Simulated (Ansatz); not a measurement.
Input

```
crystal:
  periodic: [false, false, false]
  atoms:
    - {symbol: Si, position_ang: [-1.111394, -0.081933, -1.048369]}
    - {symbol: H, position_ang: [-0.251746, -0.657170, 2.839221]}
    - {symbol: Cl, position_ang: [-0.010974, -0.601090, -2.688389]}
    - {symbol: Cl, position_ang: [-2.951270, 0.515868, -1.720702]}
    - {symbol: H, position_ang: [-1.302188, -1.237268, -0.160506]}
    - {symbol: H, position_ang: [1.485377, 0.063240, 0.201113]}
    - {symbol: N, position_ang: [-0.237482, 1.128780, -0.220537]}
    - {symbol: H, position_ang: [0.348358, -0.780428, 2.408497]}
    - {symbol: O, position_ang: [2.094786, -0.596902, 0.562248]}
    - {symbol: H, position_ang: [-0.004889, 1.983362, -0.706103]}
    - {symbol: H, position_ang: [-0.504431, 1.322564, 0.735158]}
    - {symbol: H, position_ang: [2.445752, -1.059123, -0.201629]}
basis:
  gaussian: {orbitals: def2-TZVPP}
hamiltonian: {xc: pbe0, dispersion: d4}
output: {orbitals: {seedname: orbitals}}
```

Launched as:

```sh
ansatz run in.yaml --threads 8 --pin off --events-out ev --progress --plain --max-ram 19148MiB
```

The product side of a reaction path; geometry: PBE0-D4/def2-TZVP; a saddle point, not a minimum.

All numbers below come from RKS PBE0-D4/def2-TZVPP in Ansatz 0.2.0.

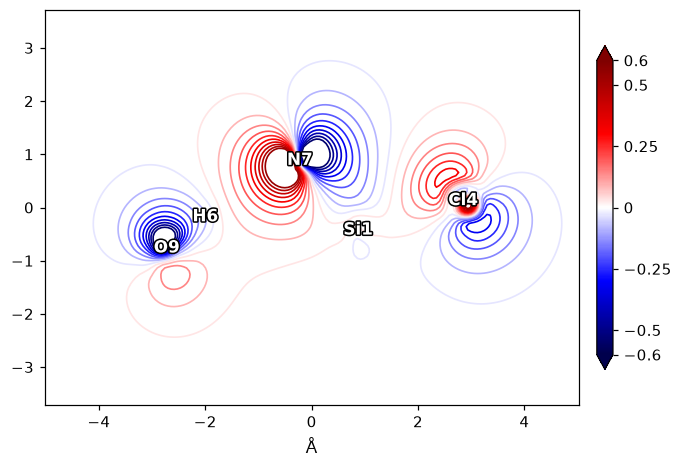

Cl₂H₃NSi···H₂···H₂O. The HOMO−1 on the plane of atoms Cl4, Si1 and N7 (values in Å⁻³ᐟ²; the overall sign is arbitrary).

**Where does this orbital lie, and at what energy?**

By Hirshfeld shares it lies mainly on N7 (about 40 %), O9 (about 20 %), Cl4 (about 15 %) and Cl3 (about 5 %); largely a combination of lone pairs on N7, O9, Cl4 and Cl3. Its energy is −8.71 eV.
